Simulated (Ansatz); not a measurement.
## Electronic structure of BH5OSi···HF in real space

```xyz
10

B     0.1010   -0.3337   -0.3916
F    -0.3279   -0.1140    2.0836
H     1.0084    0.4147   -0.2370
H    -0.9300    0.0053   -0.8777
O     0.3147   -1.6619   -0.0760
Si   -0.7231   -2.9425   -0.3049
H     0.0851   -4.1701   -0.2585
H    -1.7249   -2.9733    0.7764
H    -1.3962   -2.8419   -1.6109
H     0.2456   -0.8300    1.9689
```

Not at a stationary point (largest force 0.9 eV/Å).

The calculation used RKS BHLYP/6-31G* in Ansatz.

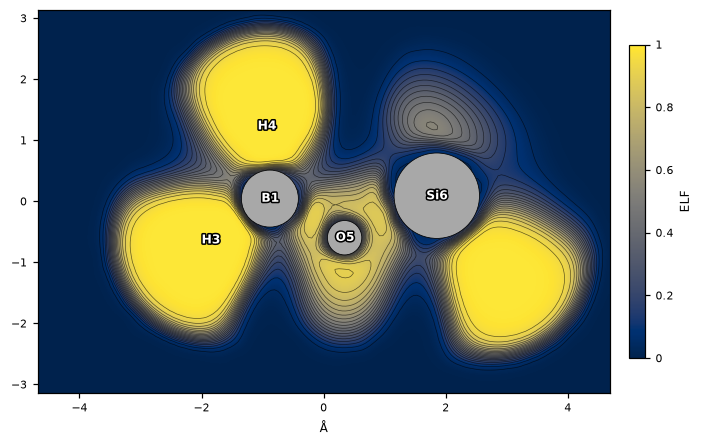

Figure 1. Electron localisation function on the plane of atoms H3, B1 and O5. Grey discs cover the atomic cores.

Q: What do the fields say about this system?

A:
- The plane passes through B, H, O and Si nuclei.
- B–O (1.38 Å): the ELF peaks at about 0.90 between the atoms: a polar covalent bond.
- Si–O (1.66 Å): the ELF peaks at about 0.85 between the atoms; a polar covalent bond.
- B–H (1.19 Å): the ELF climbs to about 1 towards the hydrogen, as it does in any bond to H (a covalent bond by its length).
- The ELF also peaks beside O5, away from the bonds: lone-pair regions.

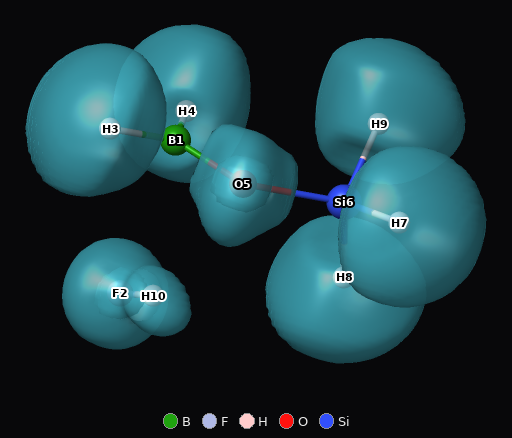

Figure 2. Isosurface of the ELF at 0.75 (cyan), seen across its widest extent. Only the valence region is drawn (cores and ρ < 0.01 e/Å³ removed).

Q: What do the ELF domains correspond to?

A: At this value the surface marks out five regions around hydrogen nuclei, one region on O in which the atom's valence shell and bonds are merged and one joined region spread over several atoms (F, H), in which their bonds and any lone pairs are merged. Along the contacts the grid gives the following. B1···F2 (2.52 Å): the ELF is about 0.05 at the midpoint.

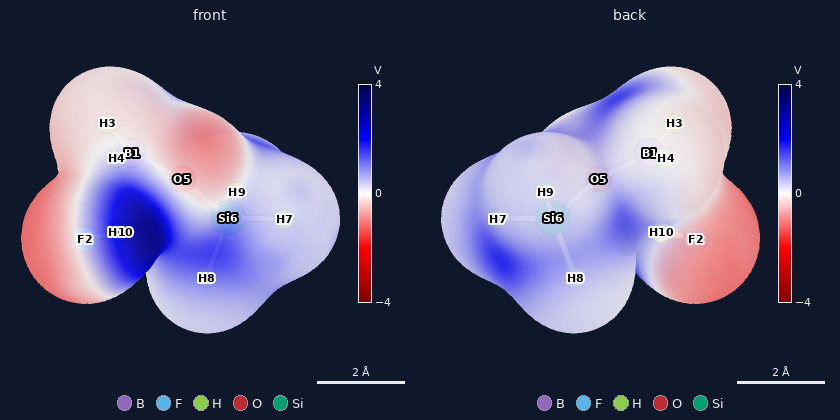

Figure 3. The electrostatic potential painted on the density surface at 0.002 e/bohr³, seen from the front and from behind; red is negative and blue positive.

Q: Which sites attract a positive test charge, and which a negative one?

A: A positive charge is drawn to the negative regions and a negative charge to the positive ones. The most negative region (about −1.1 V) lies over F2, the most positive (about +3.1 V) over H10.

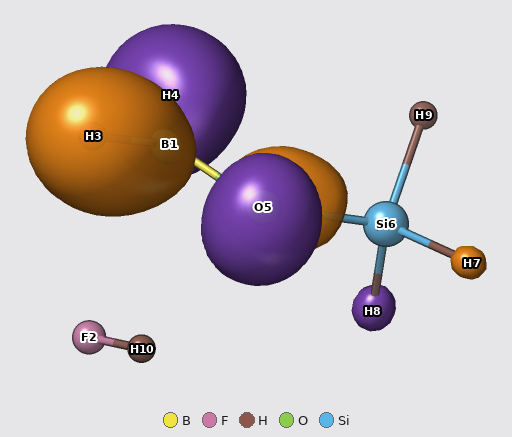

Figure 4. The HOMO at ±0.15 Å⁻³ᐟ² (orange and purple are the two phases), seen across its widest extent.

Q: What is the character of this orbital?

A: Its weight (Hirshfeld) is mainly on O5 (about 30 %), B1 (about 25 %), H4 (about 20 %), H3 (about 15 %) and Si6 (about 5 %). Its energy is −10.01 eV.
